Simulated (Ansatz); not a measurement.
System: CdSnO2.

```
Cd Sn O
1.0
     3.88035    0.00000    0.00000
     0.00000    3.88035    0.00000
     0.00000    0.00000    9.66851
Cd Sn O
2 2 4
Direct
  0.00000 0.00000 0.11594
  0.50000 0.50000 0.61594
  0.00000 0.00000 0.39795
  0.50000 0.50000 0.89795
  0.00000 0.50000 0.49122
  0.50000 0.00000 0.99122
  0.50000 0.00000 0.49122
  0.00000 0.50000 0.99122
```

Space group I4mm; a generated structure, not necessarily the stable one; changed on purpose from its base cell (volume × 0.97, shape and atoms relaxed); computed pressure about 2 GPa in this cell.

Theory: DFT PBE, scalar-relativistic, plane waves, PAW (Ansatz 0.2.0).

> Predict the valence pseudo-density and electron localisation function between the atoms.

Sn–O (2.14 Å): the density is about 0.56 e/Å³ at the midpoint; the ELF peaks at about 0.80 in the valence shell of O, 0.6 Å from its nucleus, and is about 0.25 at the midpoint (no localised pair shows between them).
Cd–O (2.28 Å): ρ at the midpoint is about 0.41 e/Å³; the ELF peaks at about 0.85 in the valence shell of O, 0.6 Å from its nucleus, and drops to about 0.10 between the two atoms; no localised pair shows between them.

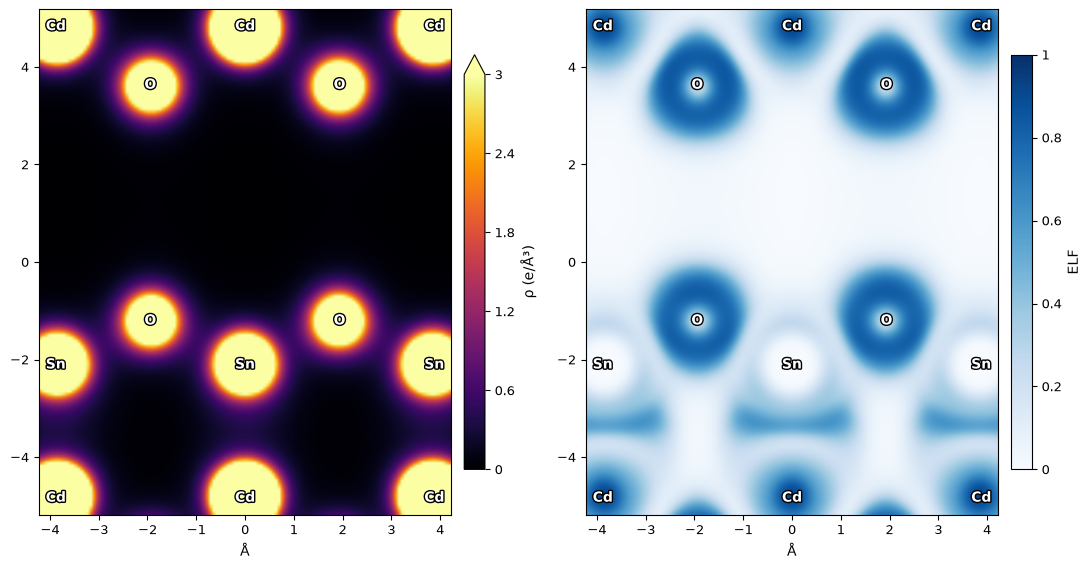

Computed valence pseudo-density and electron localisation function on the (010) plane of the conventional cell, in this order. 
